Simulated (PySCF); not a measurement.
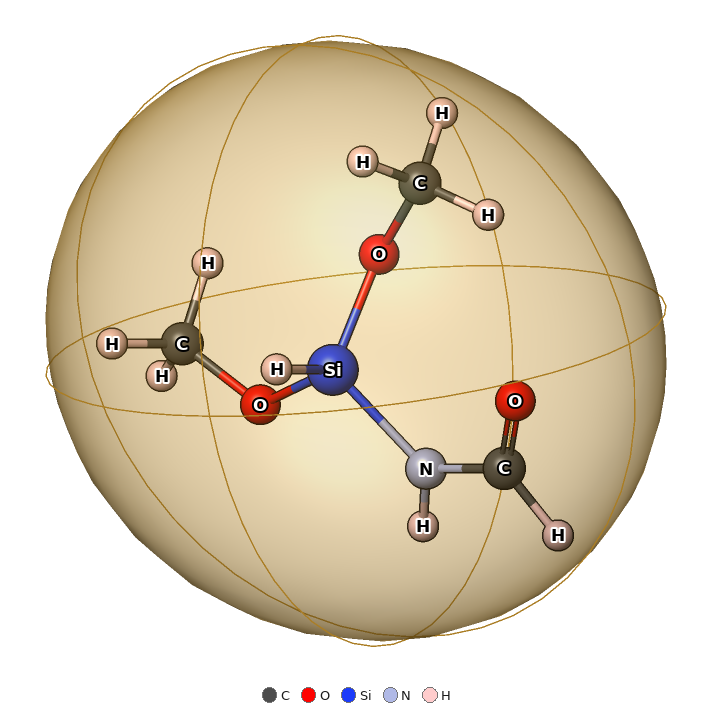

The ellipsoid shows the static dipole polarisability: its half-axes are proportional to the principal values. The geometry was computed by an optimisation with PBE0-D3(BJ)/def2-SVP. No frequency run is at hand to confirm it as a minimum. Computed with ωB97X-D/def2-SVPD (PySCF 2.14.0).

Question: How large and how anisotropic is the polarisability?

Answer: Principal values 64.5, 81.3, 91.1 bohr³; mean 79.0 bohr³ (11.70 Å³); anisotropy 23.3 bohr³, so the longest axis is 1.41 times the shortest.
